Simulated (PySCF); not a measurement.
# MoBr$_{2}$: frequency calculation

- system: MoBr$_{2}$, multiplicity 3
- method: UKS-based B3LYP, Mo def2-TZVP with ECP28, Br def2-TZVP; non-relativistic Hamiltonian with a scalar-relativistic core potential; density fitting (PySCF 2.14.0)

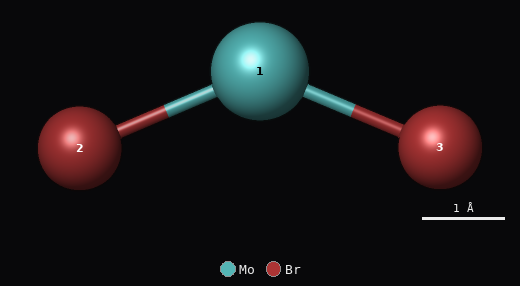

Fig. 1: The structure as given in the input (ball-and-stick view, seen at a tilt; atoms are numbered from 1 in the order of the input). Sticks mark near contacts. Bond lengths as drawn: Br–Mo 2.41 Å.

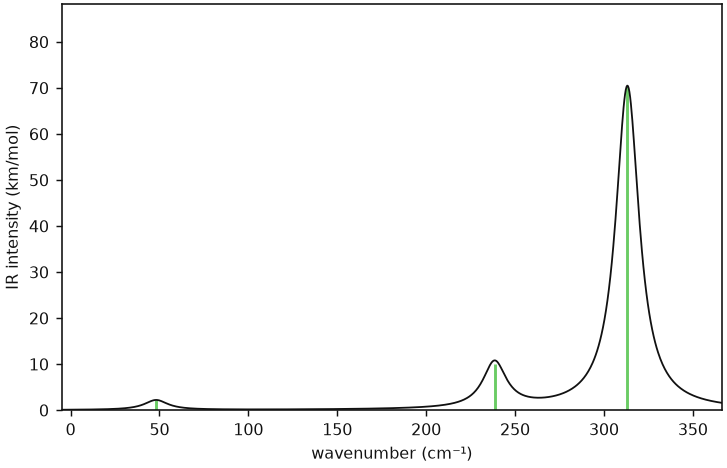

Fig. 2: Harmonic infrared spectrum, unscaled: sticks (degenerate modes added up, dark ones marked on the axis) with a Lorentzian envelope of 16 cm⁻¹ full width, scaled to the tallest stick. 3 modes from 48 to 313 cm⁻¹, none imaginary. The strongest line is at 313 cm⁻¹ (71 km/mol). All modes, in cm⁻¹ (km/mol): 48 (2.2), 239 (10.0), 313 (71).

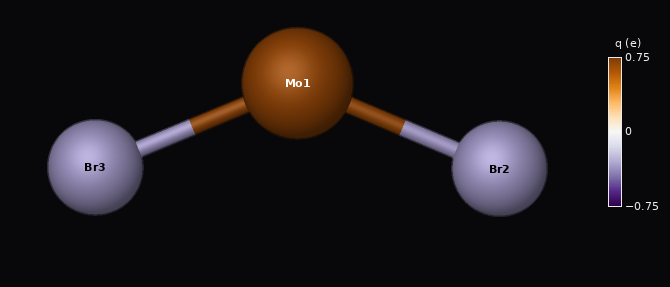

Fig. 3: Mulliken charges, as the colour of each atom (ball-and-stick view, seen at an oblique angle; atoms are numbered from 1 in the order of the input; Mulliken charges depend strongly on the basis). By element: Mo +0.71 and Br −0.36 e.

The input and output of the run follow.

The input:
```python
from pyscf import gto, scf, dft
mol = gto.M(atom='''
Mo    -0.222699    -0.536866     0.000000
Br     0.137890     0.332415     2.219070
Br     0.137890     0.332415    -2.219070''',
    basis={'Mo': 'def2-TZVP', 'Br': 'def2-TZVP'},
    ecp={'Mo': 'def2-TZVP'},
    charge=0, spin=2)
mf = dft.UKS(mol, xc='B3LYP')
mf.grids.atom_grid = (75, 302)
aux = {'Mo': 'def2-universal-JKFIT', 'Br': 'def2-universal-JKFIT'}
mf = mf.density_fit(auxbasis=aux)
mf.conv_tol = 1e-09
mf.diis_space = 10
mf.max_cycle = 60
mf.verbose = 4
mf.kernel()
```

The script is an equivalent of the set-up of the self-consistent field. The run itself was carried out by a driver, which started from the orbitals of the step before it where there was one and computed the further properties.

Launch command:
```bash
OMP_NUM_THREADS=4 python axn.py task.json out
```

Output:
```
init E= -5216.62411890926
  alpha nocc = 43  HOMO = -0.235248420127376  LUMO = -0.10219144730797
  beta  nocc = 41  HOMO = -0.217751075758088  LUMO = -0.121370934063886
  HOMO = -0.217751075758  LUMO = -0.121370934064  gap/eV = 2.62264
cycle= 1 E= -5216.62411890926  delta_E= -9.09e-12  |g|= 3.79e-06  |ddm|= 5.66e-06
  alpha nocc = 43  HOMO = -0.23524676480089  LUMO = -0.102189346620268
  beta  nocc = 41  HOMO = -0.217749215113173  LUMO = -0.121369202938882
  HOMO = -0.217749215113  LUMO = -0.121369202939  gap/eV = 2.62263
Extra cycle  E= -5216.62411890921  delta_E= 5.46e-11  |g|= 9.95e-06  |ddm|= 1.21e-05
converged SCF energy = -5216.62411890921  <S^2> = 2.9448236  2S+1 = 3.5748139
```

Summary:

- outcome: converged
- total energy: −5216.624119 hartree
- ⟨S²⟩: 2.945
- zero-point energy: 0.001367 hartree
- dipole moment: 2.03 D
- wavenumbers, lowest and highest: 48 and 313 cm⁻¹
- hardware: 4 threads of AMD EPYC (Zen 3), 32 GiB of memory available, shared host
- wall time: 2.6 min (CPU time 9.4 min)
- peak memory: 1.2 GiB

Checks after the run noted: the SCF density has lower symmetry than the nuclear frame; spin contamination. ⟨S²⟩ is 2.94 against 2.00 for a pure state: the solution is spin-contaminated.
